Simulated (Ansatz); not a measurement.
As (A7 type, space group R-3m)

```
As
1.0
    1.89173     1.09219     3.36977
   -1.89173     1.09219     3.36977
    0.00000    -2.18438     3.36977
As
2
Cartesian
  0.00000   0.00000   2.32796
  0.00000   0.00000   7.78136
```

Scan: atom 2 (As, nearest neighbour As at 2.535 Å; its periodic images, 3.8 Å or more away, move with it) is displaced along Cartesian [110], direction (0.707, 0.707, 0.000) in Cartesian axes, by s. The other atoms stay.

The numbers are results of PBE-D3(BJ) (plane waves to 420 eV, PAW, scalar-relativistic; Ansatz, an electronic-structure program), not measurements. k mesh 9×9×9 (Γ-centred), Fermi-Dirac smearing 0.05 eV. E stands for the smeared free energy. With partly filled bands, energies and forces of such displacements shift with the k mesh and the smearing. As was relaxed with its symmetry unable to fall. The zero of ΔE is the undisplaced structure.

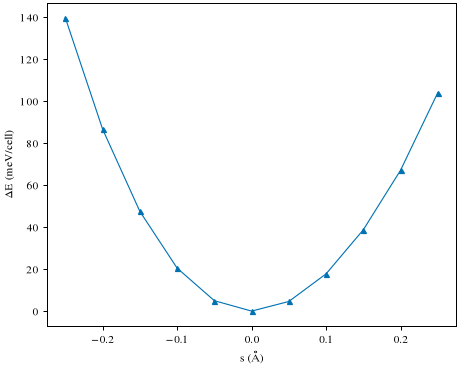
Figure: ΔE (meV/cell) against s (Å); markers are the computed points, lines only join them.

### Question
Is the energy the same for displacements of ±0.250 Å, and if not, which side lies higher?

### Answer
Not even: the negative side lies higher at ±0.250 Å.

### Question
What is the energy change at s = 0.250 Å?

### Answer
About 100 meV/cell.

(For displaced atoms, the force is minus the slope of the energy, and its curvature is a force constant, which sets phonon frequencies.)
